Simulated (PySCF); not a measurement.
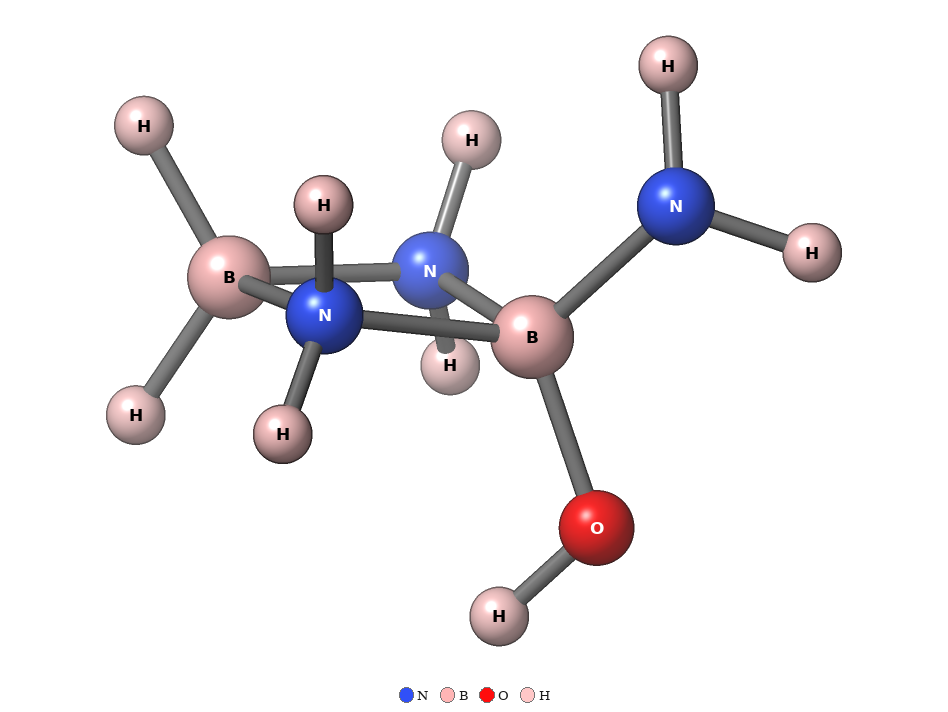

Orthographic view. Atoms fade into the background with distance from the viewer. The geometry was computed by an optimisation with PBE0-D3(BJ)/def2-SVP. No frequency run is at hand to confirm it as a minimum.

Question: Give the standard InChI.

Answer: InChI=1S/B2H9N3O/c3-2(6)4-1-5-2/h6H,1,3-5H2
